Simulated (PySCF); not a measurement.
C$_{2}$H$_{3}$F$_{3}$: NMR shielding calculation

C$_{2}$H$_{3}$F$_{3}$ (Ethane, 1,1,2-trifluoro), SMILES FCC(F)F, computed with GIAO KT2/pcSseg-1 NMR shielding, non-relativistic, gas phase (PySCF 2.14.0).

The geometry comes from this level: GFN2-xTB, MD frame at 11100 fs, 500 K. Figures and captions count atoms from 1; the log counts them from 0 in places.

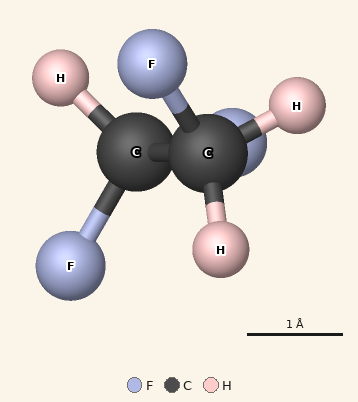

**Figure 1.** The structure as given in the input (ball-and-stick view, seen at a tilt). Bond lengths as drawn: C–C 1.50 Å, C–F 1.34 to 1.41 Å and C–H 1.08 to 1.16 Å.

**Input**
```
{"job": {"kind": "nmr", "xc": "KT2", "basis": "pcSseg-1", "pop": false}, "charge": 0, "multiplicity": 1}
F      0.401574     2.418632     3.893737
C      1.291956     2.375266     2.891575
C      2.021519     3.683821     2.970857
F      3.292949     3.260717     2.960673
F      1.815089     4.498748     1.844684
H      0.823895     2.058161     1.877145
H      1.926247     1.608821     3.300437
H      1.856938     4.418827     3.822699
```

The first line tells a small driver script what to run in PySCF; the rest is the geometry in Å.

Run as:
```bash
OMP_NUM_THREADS=1 python <driver script> task.json out
```

**Log**
```
coarse grid: 7296 points
cycle   1  E = -382.3720466827  dE =  6.270e-01  |g| = 1.018e+00  |ddm| = 2.253e+00
cycle   2  E = -381.9519100902  dE =  4.201e-01  |g| = 1.935e+00  |ddm| = 1.706e+00
cycle   3  E = -382.5214329764  dE = -5.695e-01  |g| = 1.196e-01  |ddm| = 1.223e+00
cycle   4  E = -382.5236495942  dE = -2.217e-03  |g| = 7.439e-02  |ddm| = 1.352e-01
cycle   5  E = -382.5245592647  dE = -9.097e-04  |g| = 2.276e-02  |ddm| = 5.416e-02
cycle   6  E = -382.5246460379  dE = -8.677e-05  |g| = 4.837e-03  |ddm| = 1.615e-02
cycle   7  E = -382.5246500321  dE = -3.994e-06  |g| = 7.611e-04  |ddm| = 3.262e-03
final grid: 73344 points
cycle   8  E = -382.6565730310  dE = -9.460e-05  |g| = 4.135e-02  |ddm| = 4.172e-02
cycle   9  E = -382.6559492296  dE =  6.238e-04  |g| = 7.536e-02  |ddm| = 5.767e-02
cycle  10  E = -382.6568256997  dE = -8.765e-04  |g| = 2.079e-03  |ddm| = 3.884e-02
cycle  11  E = -382.6568263900  dE = -6.903e-07  |g| = 8.258e-04  |ddm| = 1.610e-03
cycle  12  E = -382.6568264902  dE = -1.003e-07  |g| = 1.771e-04  |ddm| = 5.602e-04
cycle  13  E = -382.6568264956  dE = -5.392e-09  |g| = 4.022e-05  |ddm| = 1.628e-04
cycle  14  E = -382.6568264960  dE = -3.221e-10  |g| = 1.399e-05  |ddm| = 3.222e-05
```

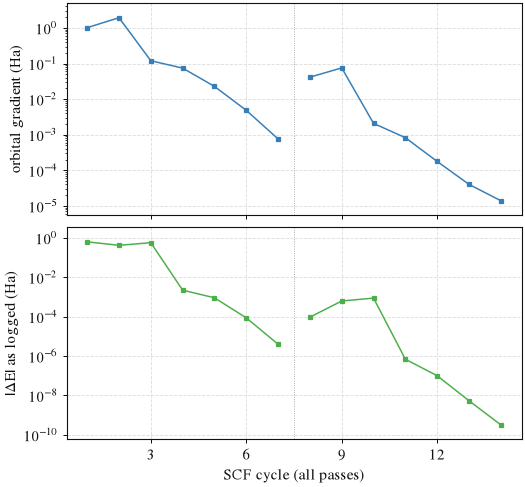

**Figure 2.** Convergence of the self-consistent field: orbital gradient and size of the energy change against the SCF cycle. The dotted line marks the change from a coarse to the final integration grid. The first 7 cycles use a coarse grid, the final grid takes over at cycle 8, and the field converges after 14 cycles in all.

```
converged SCF energy = -382.6568264960

GIAO shielding tensors (ppm)
atom      isotropic    diamagn.    paramagn.     s11        s22        s33       span
  0 F      418.880     468.517     -49.637    373.709    401.243    481.688    107.979
  1 C       92.844     237.327    -144.482     73.305     75.498    129.730     56.425
  2 C       55.657     236.649    -180.992     36.047     57.900     73.024     36.977
  3 F      273.361     472.264    -198.903    166.141    280.124    373.819    207.678
  4 F      269.792     476.745    -206.952    157.413    311.614    340.350    182.937
  5 H       24.983      29.277      -4.294     22.661     25.266     27.023      4.361
  6 H       25.980      29.968      -3.988     21.939     25.767     30.232      8.294
  7 H       23.884      22.582       1.302     21.302     23.656     26.692      5.390
```

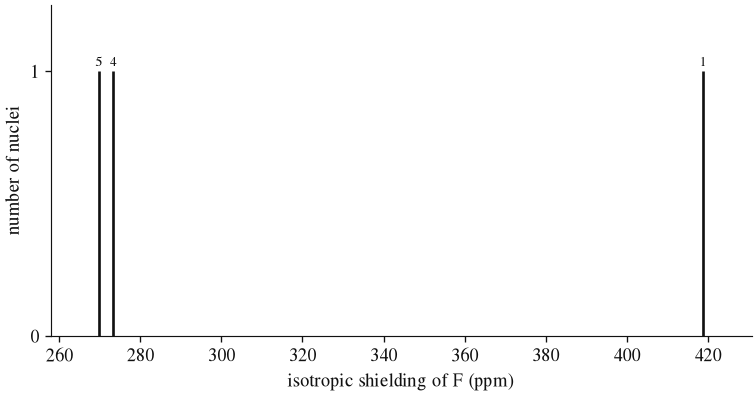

**Figure 3.** Isotropic shieldings of the fluorine nuclei in this fixed geometry, labelled by atom number; shielding grows to the right, so chemical shift grows to the left. The least shielded is F5 (269.8 ppm), the most shielded F1 (418.9 ppm).

**Results in brief**

- outcome: converged
- total energy: −382.656826 hartree
- HOMO: −8.08 eV
- LUMO: 0.09 eV
- dipole moment: 0.83 D
- isotropic shielding, F: 269.8 to 418.9 ppm
- isotropic shielding, C: 55.7 to 92.8 ppm
- isotropic shielding, H: 23.9 to 26.0 ppm
- hardware: 1 CPU thread, shared host
- wall time: 5.2 s
- peak memory: 0.41 GiB
